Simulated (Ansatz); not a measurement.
Generalised stacking fault of TiC (rock salt) on the {100} plane. The cell below holds the perfect crystal with the plane normal along z; tilting its third vector by the shift puts one fault into each cell, between planes 2.16 Å apart, at fixed cell height.

```
TiC
1.0
    3.06022     0.00000     0.00000
    0.00000     3.06022     0.00000
    1.53011     1.53011     6.49171
C Ti
3 3
Direct
  0.00000   0.00000   0.83333
  0.33333   0.33333   0.16667
  0.66667   0.66667   0.50000
  0.50000   0.50000   0.83333
  0.83333   0.83333   0.16667
  0.16667   0.16667   0.50000
```

In-plane vectors a = (3.060, 0.000) Å, b = (0.000, 3.060) Å, area 9.36 Å². The shift is s times the vector a (length 3.060 Å), so s = 1 restores the start. The shift is rigid: no atom relaxes. γ = [E(shift) − E(0)] / area.

The numbers are results of r2SCAN (plane waves to 500 eV, PAW, scalar-relativistic; Ansatz, a program for electronic structure), not measurements. k mesh 13×13×13 (Γ-centred), Fermi-Dirac smearing 0.05 eV. Energies are extrapolated to zero smearing. Stress and pressure are positive under compression. With partly filled bands, the k mesh leaves noise in γ, roughly 0.02 J/m² as judged from a few cases. Faults lie only 6.5 Å apart, and holding the cell height and the atoms raises γ above its relaxed value. TiC is run without spin polarisation. TiC was relaxed with its symmetry unable to fall. γ is measured from zero shift.

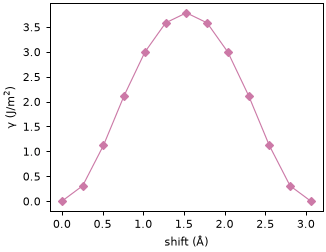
Figure. γ (J/m²) against shift (Å); computed points joined by lines (the last repeats the first, one period on).

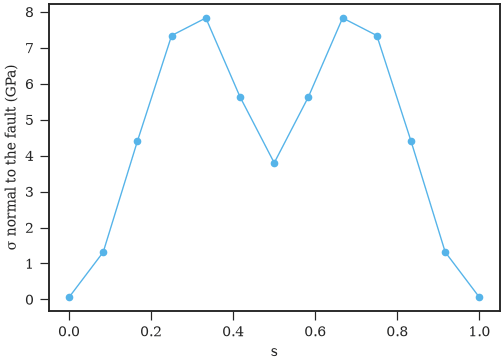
Figure: σ normal to the fault (GPa) against s; computed points joined by lines (the last repeats the first, one period on).

The steepest slope dγ/d(shift) before the first maximum (spline) is 40 GPa. The highest computed γ on the line is 3.78 J/m². Local minima between the ends: no computed point is one. Position of the highest point: s = 0.500.

A slope of 1 mJ/m² per Å is 0.01 GPa.

(The slope of γ gives the shear force per area between the displaced halves; near zero shift its curvature is an elastic stiffness.)
